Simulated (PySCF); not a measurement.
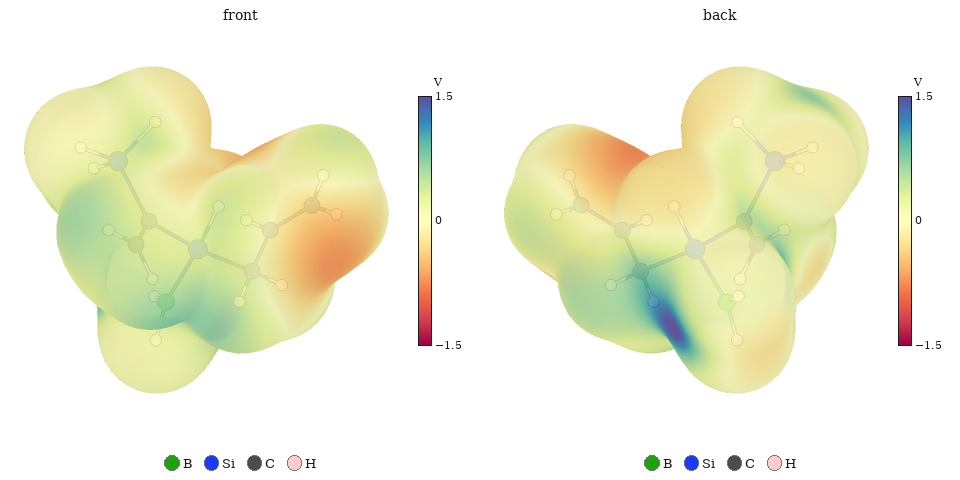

Figure 1: C$_{5}$H$_{13}$BSi$_{2}$. The electrostatic potential painted on the density surface at 0.001 e/bohr³, seen from the front and from behind; red is negative and blue positive.

Geometry: GFN2-xTB.

All numbers below come from PySCF 2.14.0, PBE0/pcSseg-1, SCF density, gas phase, non-relativistic.

The calculation's input:

```
{"job": {"kind": "nmr", "xc": "PBE0", "basis": "pcSseg-1"}, "charge": 0, "multiplicity": 1}
B     -0.753445    -2.753913    -0.196171
Si    -0.050550    -0.953525    -0.463167
C      1.661961    -0.635713     0.374739
C      2.052788     0.789827     0.260869
C      2.966016     1.260132    -0.571069
C     -1.297826     0.270556     0.321072
C     -1.320863     0.454031     1.637701
Si    -2.509241     1.180561    -0.805891
H     -1.270544    -3.338056    -1.067201
H     -0.732764    -3.281092     0.848412
H      0.138069    -0.470560    -1.851079
H      2.415052    -1.269567    -0.094112
H      1.598043    -0.919538     1.425650
H      1.503414     1.471142     0.898104
H      3.524933     0.608552    -1.223193
H      3.195502     2.310255    -0.633736
H     -0.648997    -0.058919     2.311626
H     -2.009647     1.136242     2.116923
H     -3.400347     2.023449    -0.002404
H     -1.767847     2.011108    -1.756158
H     -3.302627     0.181971    -1.531384
```

Launched as:

```sh
OMP_NUM_THREADS=1 python probes_run.py task.json out
```

Which sites attract a positive test charge, and which a negative one?

A positive charge is drawn to the negative regions and a negative charge to the positive ones. The most negative region (about −0.7 V) lies over the π face of C4 and C5, the most positive (about +1.3 V) over B1.

What dipole moment does the calculation give?

Its dipole moment is 1.00 D.
